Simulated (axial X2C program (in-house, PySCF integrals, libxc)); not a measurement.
**A two-component session on MgLi: EOM-EA-CCSD levels**

Aim: EOM-EA-CCSD levels of MgLi, with spin–orbit coupling in the Hamiltonian from the start.

Program: an in-house X2C program for linear molecules on PySCF integrals. Level of theory: two-component X2C with atomic mean-field terms, Mg dyall-acv3z, Li dyall-acv3z. These are calculated values, not measurements.

## (1) Set-up

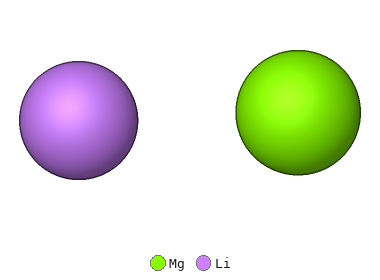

The two atoms at 2.720 Å (magnesium green, lithium purple).

task.json

```json
{"zs": [12, 3], "q": 0, "bas": ["dyall-acv3z", "dyall-acv3z"], "r0": 2.72, "eom": "ea", "thr": -2.0, "nmax": 92, "grid": [1, 0.96, 1.045, 0.92, 1.09, 1.15]}
```

Keys: zs atomic numbers; q charge; bas basis sets; r0 starting distance in Å; eom kind of EOM run; thr threshold in hartree for freezing inner shells (an s shell follows its p shell); nmax most natural virtual spinors; grid distances as factors.

Run with:

```console
> python soeom.py task.json out
```

The runs that follow: EOM-EA-CCSD at 3.091 Å.

What does the calculation give? Wanted: next root led by one particle; T1 of the reference; lowest state, Re and ωe.

As calculated:

| quantity | value |
| --- | --- |
| lowest root at 3.091 Å | Ω = 1/2, 4.658 eV |
| next root led by one particle | Ω = 1/2, about 7520 cm⁻¹ higher |
| T1 of the reference | 0.016 |
| lowest state, Re and ωe | 3.116 Å, 179.0 cm⁻¹ |

**Reading.** The added electron is bound by 4.66 eV in a spinor of 41% Li sσ, 41% Mg pσ, 8% Mg sσ. Errors of 0.1 to 0.3 eV are usual at this size, and roots led by higher excitations are left out, so the list is incomplete, and low states of that kind can be missing. The bond is 0.179 Å longer than in the closed-shell reference at CCSD (2.937 Å).
